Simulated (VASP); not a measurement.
Band structure of NiGe2 (relaxed from the AlB2 structure, space group P6/mmm). Level of theory: r2SCAN meta-GGA, VASP's PBE PAW potentials (set 64) (plane waves; VASP).

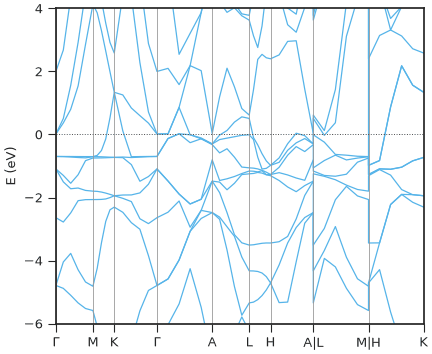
Fig. 1. Bands along high-symmetry lines, zero at the valence-band maximum or, without a gap, the Fermi level

Q: Read the plot: is there a gap, and where are the band edges?

A: It has no gap at this level: it comes out as a metal or semimetal.

The structure was generated: NiGe2 was put into the AlB2 type (P6/mmm), which need not be its known phase. It was relaxed first, which changed the volume by -47 %. The run is not spin-polarised, so no magnetic state was tried.
